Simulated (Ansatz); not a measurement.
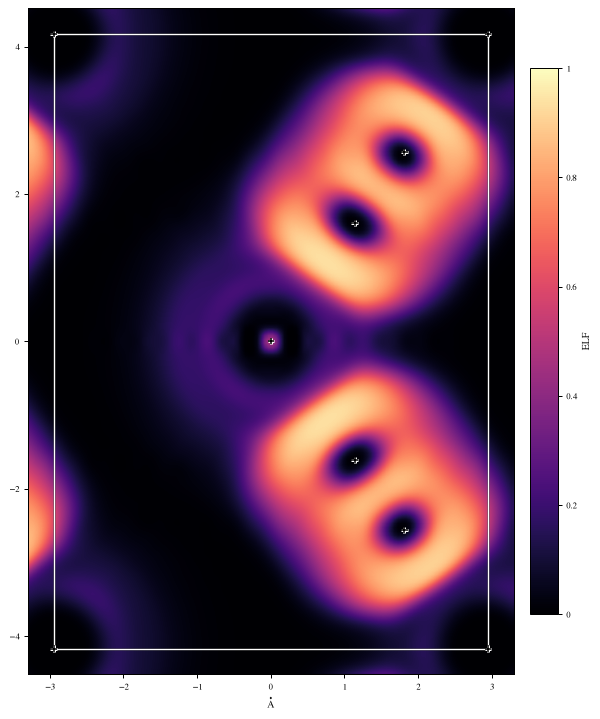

The electron localisation function on a plane through atoms (crosses mark nuclei in the plane).

Method: Ansatz, DFT PBE, scalar-relativistic, plane waves, PAW.

Candidates:
A. ZnGaC$_{4}$N$_{4}$, a = 5.90 Å, b = 5.90 Å, c = 5.90 Å, α = 90.00°, β = 90.00°, γ = 90.00°. Space group P-43m; a structure generated by program, which may or may not match a known phase; computed without spin polarisation.
B. ScCrC$_{4}$N$_{4}$, a = 6.12 Å, b = 6.12 Å, c = 6.12 Å, α = 90.00°, β = 90.00°, γ = 90.00°. Space group P-43m; a structure generated by program, which may or may not match a known phase; spin-polarised.
C. CaPtC$_{4}$N$_{4}$, a = 6.62 Å, b = 6.62 Å, c = 6.62 Å, α = 90.00°, β = 90.00°, γ = 90.00°. Space group P-43m; a structure generated by program, which may or may not match a known phase; spin-polarised.

Which system is this?

Candidate A: ZnGaC$_{4}$N$_{4}$ on the (11̄0) plane of the conventional cell, which holds Zn, Ga, C and N. C–N (1.17 Å): the ELF peaks at about 0.85 between the atoms. Zn–N (1.96 Å): the ELF peaks at about 0.90 in the valence shell of N, 0.6 Å from its nucleus, and is about 0.30 at the midpoint.
